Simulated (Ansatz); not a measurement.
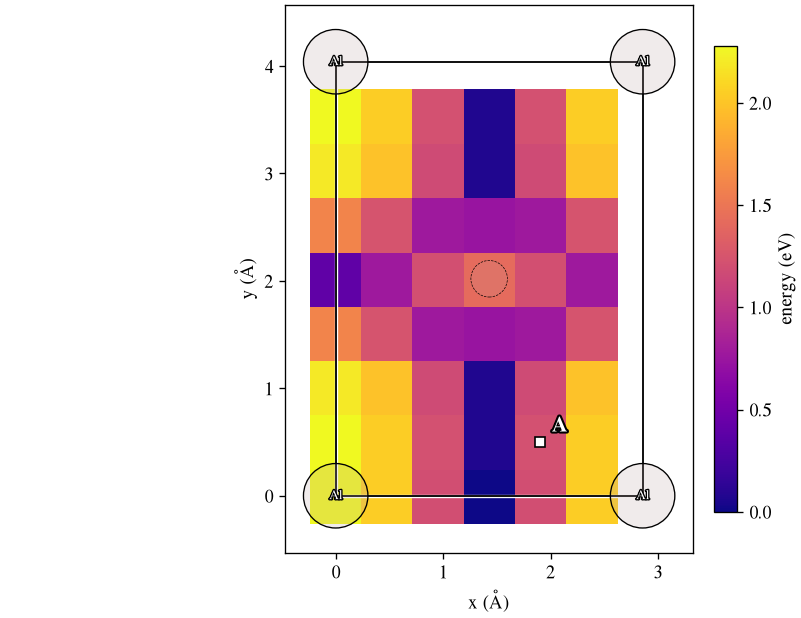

O on an Al(110) slab cut from the Fm-3m phase, its upper half relaxed before the scan (16 atoms of substrate and one adsorbate in a 2 × 2 cell). O is moved over the surface cell; relaxed at each place: the height of the adsorbate's atoms; substrate rigid; the origin of the map has the adsorbate above Al13. Places are given modulo a cell vector. The map is drawn in real space over the plane of the surface. Grid: 6 × 8 points; 20 points were computed and 28 follow by symmetry. Places are given in fractions of the 1 × 1 surface cell. Energies are in eV, from the lowest grid point. At some places the adsorbate sinks to or below the level of the top layer. All numbers below come from Ansatz 0.2.0, DFT PBE, scalar-relativistic, plane waves, PAW. Settings: cutoff 420 eV, k-mesh 5×4×1, gaussian smearing 0.1 eV, no spin polarisation.

Drawn: one coloured cell a grid point, labelled circles for the atoms of the top layer and small ones for the second layer, the outline of one cell of the plane, the point A.

Question: Is A at rest? If not, where is it pushed?

Answer: A, at (4/6, 1/8) of the cell vectors, is not a stationary point. The computed force is 2.6 eV/Å in the plane, pointing left in the picture (components −2.6 and −0.1 eV/Å).

PAW datasets: the set soft_1.
